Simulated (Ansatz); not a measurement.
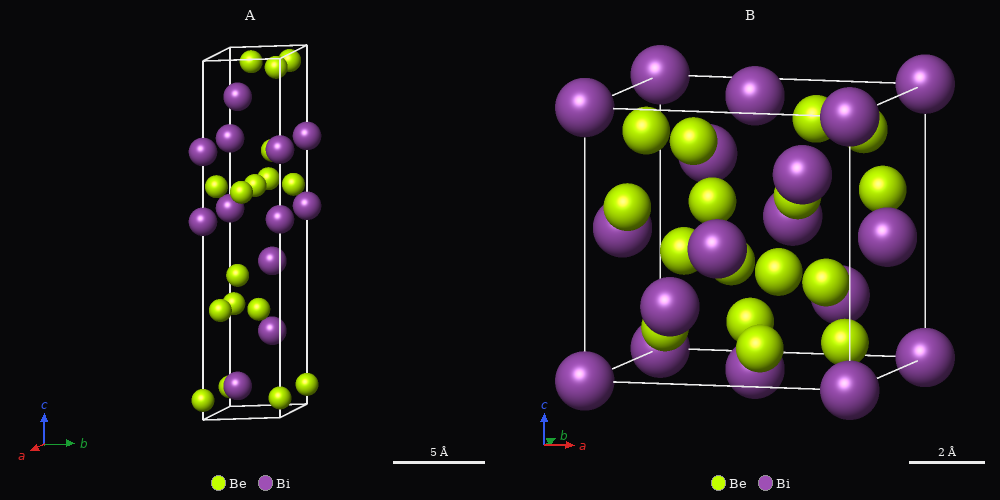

Two structures of Be2Bi, each relaxed to rest (conventional cells in solid outline, small ones repeated, not to one scale). Method: DFT PBE, scalar-relativistic, plane waves, PAW in Ansatz 0.2.0, without spin polarisation.

Give the type and space group of each.

Answer. A: 18 atoms a cell on a rhombohedral (trigonal R) lattice, R3m. B: cubic Laves phase (C15, MgCu₂ type), Fd-3m.

A or B: which is lower in energy?

Answer. A is lower, by 380 meV/atom at this level of theory (energies at zero smearing). Volumes: A 18.2, B 16.6 Å³/atom.

One or both may be structure types tried for this composition rather than known phases.
